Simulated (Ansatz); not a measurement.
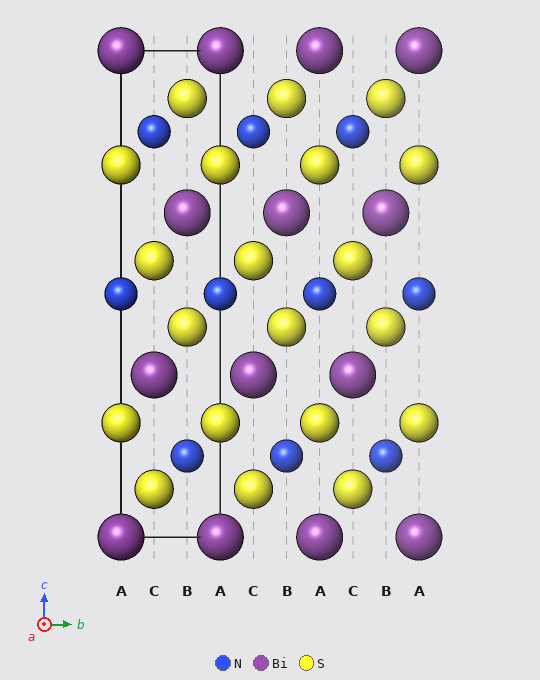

The picture looks along a close-packed row of the hexagonal mesh; c points upwards. The dashed lines mark the three columns A (0, 0), B (1/3, 2/3) and C (2/3, 1/3). The sequence starts with the first layer at or above the cell's origin.

BiS₂N. Coordinates: coordinates from a relaxation with Ansatz, DFT, PAW plane waves, r2scan; the starting structure was generated, so it need not be a known form of this composition.

### Read off the stacking sequence over one period.

Bi(A) – S(C) – N(B) – S(A) – Bi(C) – S(B) – N(A) – S(C) – Bi(B) – S(A) – N(C) – S(B) (twelve layers in 16.46 Å).

### How are the N and S layers alone stacked?

N and S layers alone: CBABACACB, a mixed type, (chh) in Jagodzinski's notation.

### Which positions between or in the N and S layers do the other atoms fill?

Bi: three octahedral sites in each hexagonal cell. Six of the nine gaps between N and S layers are empty, 1.12 Å wide.
